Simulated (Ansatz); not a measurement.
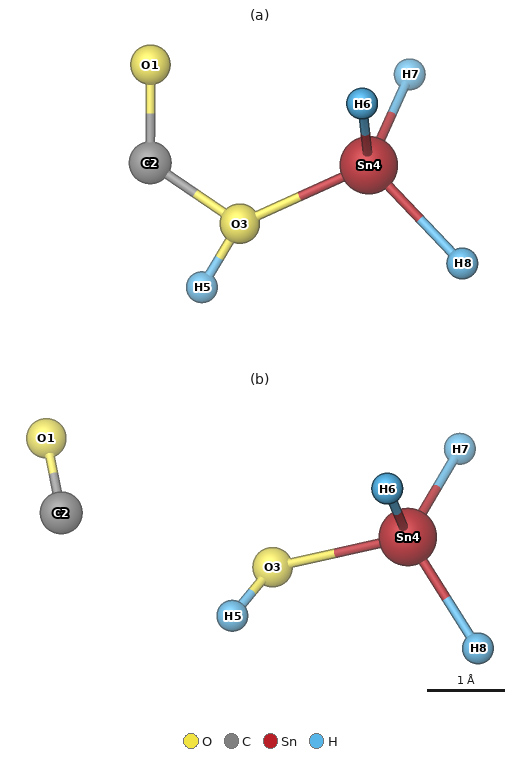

The structure of CH$_{4}$O$_{2}$Sn before (top) and after (bottom) a relaxation, at one scale.

The picture is a ball-and-stick view, seen at a tilt.

The run prepares an end point of a later path (hydrogen shift) calculation, from a guessed geometry.

Method: Ansatz 0.2.0, UKS PBE0/def2-SVP. Settings: collinear spin; force threshold 0.02 eV/Å; at most 50 steps.

**What changed between the two?**

The relaxation stopped without meeting its thresholds, so the last structure isn't shown to be converged. It used up its limit of 50 steps. After 40 accepted moves (49 points after the start) the energy has fallen by 69.0 kcal/mol. Largest force component: 6.7 eV/Å at the start, 0.074 eV/Å at the end. The line search rejected the trial steps at points 18, 20, 24, 27, 33, 34, 41, 43 and more of the run. The forces were under the threshold at step 32, but the run went on from there. The atom that moves furthest after the best rigid fit is O1 (1.45 Å). Largest moves by element: O 1.45 Å, C 1.19 Å, H 0.73 Å, Sn 0.52 Å. Some distances before and after: O1–Sn4 3.176 → 5.002 Å, C2–Sn4 2.922 → 4.562 Å, C2–O3 1.423 → 2.864 Å, O1–C2 1.286 → 1.129 Å. Bonds break, among them: C2–O3 (1.42 → 2.86 Å). Bond angles that change, for instance: Sn4–O3–H5 146.1° → 112.8°, O3–Sn4–H7 111.8° → 102.7°, H6–Sn4–H7 108.2° → 112.6°. Groups turn about O3–Sn4 by about 60°.
